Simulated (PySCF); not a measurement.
SMILES C=CC=[CH], doublet at its PBE0/def2-SVP optimised geometry (Å):

```
9

C      1.6433    -0.5984     0.0000
C      0.3202    -0.5984     0.0000
C     -0.5216     0.5980     0.0000
C     -1.8613     0.5680     0.0006
H      2.4514     0.1339    -0.0001
H     -0.2093    -1.5630     0.0001
H     -0.0022     1.5630    -0.0006
H     -2.4103    -0.3789     0.0012
H     -2.4514     1.4874     0.0006
```

Method: unrestricted PBE0/def2-TZVP (PySCF). Cells within 0.4 Å of a nucleus heavier than hydrogen are left out (blank, or x).

Map of the spin density (e/bohr³), clipped to [-0.05, 0.10] on the plane z = 0.0 Å:

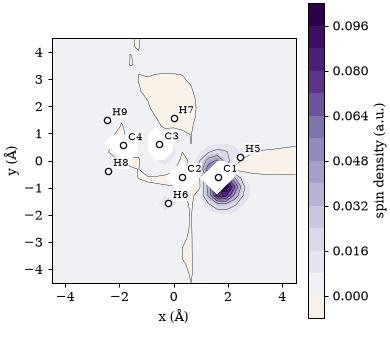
Figure: Spin density (e/bohr³), clipped to [-0.05, 0.10] on the plane z = 0.0 Å.
